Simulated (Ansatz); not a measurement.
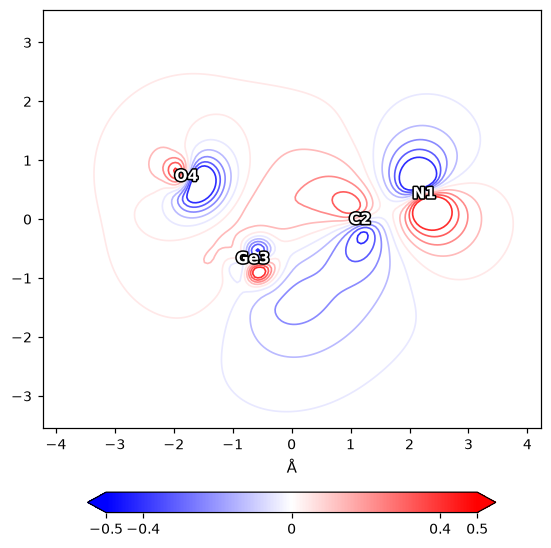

Figure 1: CH₃GeNO (SMILES N#[C][GeH2][OH]). The LUMO on the plane of atoms C2, Ge3 and O4 (values in Å⁻³ᐟ²; the overall sign is arbitrary).

Level of theory: RKS PBE-D4/def2-SVP in Ansatz.

Input file:

```
crystal:
  periodic: [false, false, false]
  atoms:
    - { symbol: "N", position_ang: [0.1271, -2.0856, 1.9521] }
    - { symbol: C, position_ang: [-0.0517, -1.174, 1.1866] }
    - { symbol: Ge, position_ang: [-0.288, 0.2536, -0.0587] }
    - { symbol: O, position_ang: [1.1781, 0.2459, -1.2111] }
    - { symbol: H, position_ang: [-1.5905, 0.0743, -0.8274] }
    - { symbol: H, position_ang: [-0.2648, 1.6157, 0.7193] }
    - { symbol: H, position_ang: [1.10442, -0.66021, -1.60011] }
basis:
  gaussian: { orbitals: def2-SVP }
hamiltonian:
  xc: pbe
  dispersion: d4
relax:
  f_tol: 0.015
  max_steps: 40
output:
  orbitals: {}
```

Run with:

```sh
ansatz run input.yaml --threads 1 --pin off --max-ram 2048MiB --backend cpu --events-out ev --progress --plain --runs-dir out
```

The fields are those of the relaxed geometry.

Where does this orbital lie, and at what energy?

Answer. It lies mainly on Ge3 (about 35 %), N1 (about 25 %), C2 (about 20 %) and O4 (about 10 %). Its energy is −1.88 eV.
